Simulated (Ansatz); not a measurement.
Base system: ZnS in the wurtzite structure (space group P6_3mc, No. 186; a = 3.845 Å, c = 6.305 Å).

Perturbation: the cell is scaled by 1.0120 in all directions; the atoms relax in the strained cell.

All numbers come from PBE in Ansatz (plane waves to 420 eV, PAW, spin-orbit coupling left out).

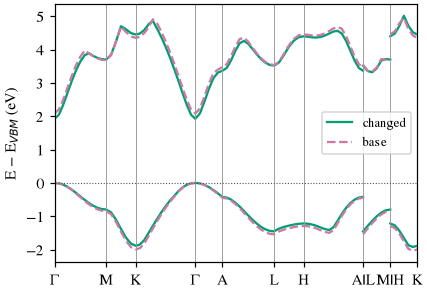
Figure: Highest valence and lowest conduction band along the path, each from its own valence-band maximum

Problem. From the figure, how large is the changed gap, and is it direct?

Solution. About 1.9 eV, direct at Γ.

Semilocal Kohn–Sham gaps tend to fall short of experiment. Whether these cells are dynamically stable was not tested.

Ansatz is a first-principles code.
